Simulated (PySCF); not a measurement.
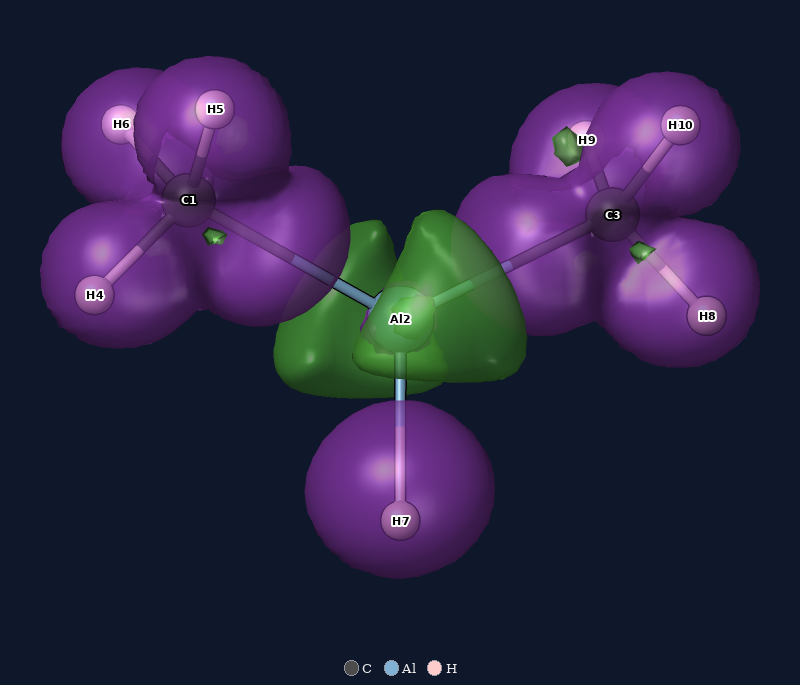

Figure 1: C2H7Al, SMILES `C[AlH]C`. Deformation density (molecule less spherical, spin-averaged free atoms at the same positions), surfaces at ±0.07 e/Å³; purple: gain, green: loss.

Level of theory: B3LYP/def2-TZVP (PySCF), at a geometry from GFN2-xTB. No frequency check shows the geometry to be a minimum.

Input

```python
import numpy as np
from pyscf import gto, scf, dft
from pyscf.scf import atom_ks, atom_hf
from scipy.linalg import block_diag

def solve(mol, dm0=None, hcore=None):
    mf = (dft.UKS if mol.spin else dft.RKS)(mol, xc='b3lyp')
    mf.grids.level = 3
    mf = mf.density_fit(auxbasis='def2-universal-jkfit')
    mf.conv_tol, mf.max_cycle = 1e-8, 80
    if hcore is not None:
        mf.get_hcore = lambda *args: hcore
    mf.kernel(dm0)
    if not mf.converged:
        mf = mf.newton().run(mf.mo_coeff, mf.mo_occ, max_cycle=30)
    assert mf.converged, 'SCF not converged'
    return mf

mol = gto.M(atom='''
C     -1.79270     0.39394     0.00012
Al    -0.00002    -0.46947    -0.00032
C      1.79286     0.39377     0.00016
H     -2.58809    -0.36198     0.00005
H     -1.96832     1.03089     0.87504
H     -1.96814     1.03167    -0.87445
H     -0.00151    -2.02320     0.00130
H      2.58818    -0.36222    -0.00017
H      1.96854     1.03119    -0.87441
H      1.96868     1.03041     0.87509
''', basis='def2-tzvp', charge=0, spin=0, verbose=4)
mf = solve(mol)
mf.analyze()
# spherically averaged free atoms, for the promolecule
atm = atom_ks.get_atm_nrks(mol, xc='b3lyp')
pro = block_diag(*[(atm[a[0]][2] * atm[a[0]][3]) @ atm[a[0]][2].T for a in mol._atom])
np.savez('result.npz', e=mf.e_tot, c=mf.mo_coeff, occ=mf.mo_occ, eps=mf.mo_energy, pro=pro, dip=mf.dip_moment(verbose=0), s2=mf.spin_square()[0])
```

Run with:

```sh
OMP_NUM_THREADS=1 python input.py
```

The run took 13 s on 1 thread of Intel(R) Xeon(R) Platinum 8259CL CPU @ 2.50GHz (Skylake/Cascade Lake) (shared host), peak memory 0.53 GiB.

Partitions, critical points and surface values were worked out afterwards from this run's density.

Q: Describe the bonding that the map shows.

A: C1–H4 and C3–H8: +0.65 e/Å³ at the bond critical point (bond length 1.10 Å, Mayer order 1.0). C3–H10, C1–H5, C3–H9 and C1–H6: +0.64 e/Å³ at the bond critical point (bond length 1.10 Å, Mayer order 0.9). Al2–H7: +0.18 e/Å³ at the bond critical point (bond length 1.55 Å, Mayer order 0.9). C1–Al2 and Al2–C3: +0.15 e/Å³ at the bond critical point (bond length 1.99 Å, Mayer order 0.9). In all, 2.2 electrons gather in the regions of gain relative to the promolecule.

Q: Where do the Hirshfeld charges lie?

A: The highest Hirshfeld charge is on Al2 (+0.56 e), the lowest on C1 and C3 (−0.27 e).
